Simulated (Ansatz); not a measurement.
**Ge (diamond structure), cut as [110] wire, round, centred on channel, 1.39 nm across**

Computed with PBE (plane waves to 420 eV, PAW; Ansatz, a first-principles code).

k-points: Γ-centred 1×1×7 mesh; occupations: Fermi-Dirac, 0.020 eV; spin polarisation not allowed. Spin-orbit coupling is left out.

 The relaxation kept the symmetry of its start, so a lower minimum of less symmetry isn't excluded. The period along the axis is held at the bulk value.

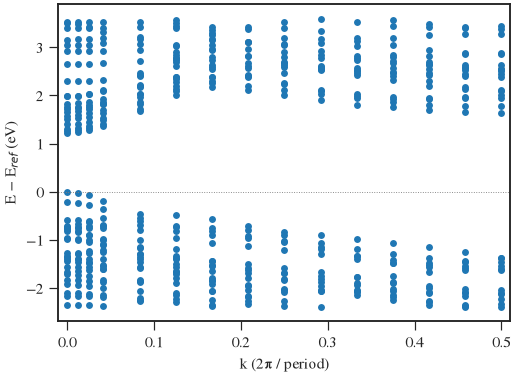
Fig. 1. Levels along the axis at 15 k-points, drawn as points, zero at the top of the valence band

Electronic character: not metallic; Kohn-Sham band gap: 1.22 eV. Only levels within the plotted window are shown.
